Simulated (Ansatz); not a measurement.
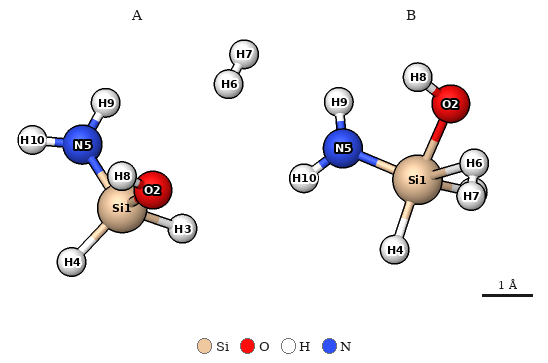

Two geometries of SiNH₇O (started from a transition state, displaced along its imaginary mode), drawn at one scale. One is the start of a relaxation, the other its converged end. A ball-and-stick model, seen at a tilt.

These are results of RKS PBE0-D4/def2-TZVP (Ansatz), not measurements. Set-up: force threshold 0.005 eV/Å; at most 200 steps.

> Which one is relaxed?

Structure A is the relaxed one. The energy falls by 2.090 eV in 90 accepted moves (97 points after the start). The largest force component goes from 4.1 to 0.004 eV/Å. The line search rejected the trial steps at points 9, 11, 14, 25, 57, 64, 66 of the run. The atom that moves furthest after the best rigid fit is H7 (3.14 Å). By element the largest moves are H 3.14 Å, O 2.00 Å, Si 0.71 Å, N 0.43 Å. Some distances before and after: Si1–H7 1.920 → 3.965 Å, Si1–H6 1.815 → 3.380 Å, O2–H6 1.476 → 2.680 Å, Si1–O2 1.782 → 1.652 Å. Bond angles that change, for instance: O2–Si1–H4 145.2° → 110.4°, O2–Si1–N5 96.2° → 116.2°, H3–Si1–N5 123.6° → 110.4°. Groups turn about Si1–O2 by about 20°.
